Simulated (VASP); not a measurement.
Band structure of Mo$_{3}$Pd (space group Pm-3m). These are PBEsol GGA, VASP's PBE PAW potentials (set 64) (plane waves; VASP) values and carry that method's errors.

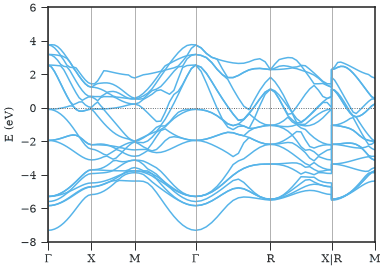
Figure. Bands along high-symmetry lines, zero at the valence-band maximum or, without a gap, the Fermi level

Q: Read the plot: is there a gap, and where are the band edges?

A: It has no gap at this level: it comes out as a metal or semimetal. (Edges off the drawn lines would not show.)

The structure comes from a computed database's Mo3Pd entry (Pm-3m); how it stands against other phases isn't given here. It was relaxed first.
